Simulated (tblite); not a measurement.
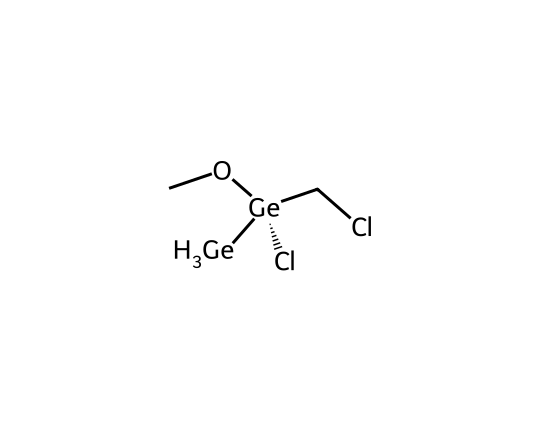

Figure made from data computed with tblite.

### Transcribe the drawing into SMILES.

C[O][Ge@]([Cl])([GeH3])[CH2]Cl

### What is the molecular formula?

C2H8Cl2Ge2O.

### An optimisation with GFN2-xTB gave a structure of which point group?

C1.
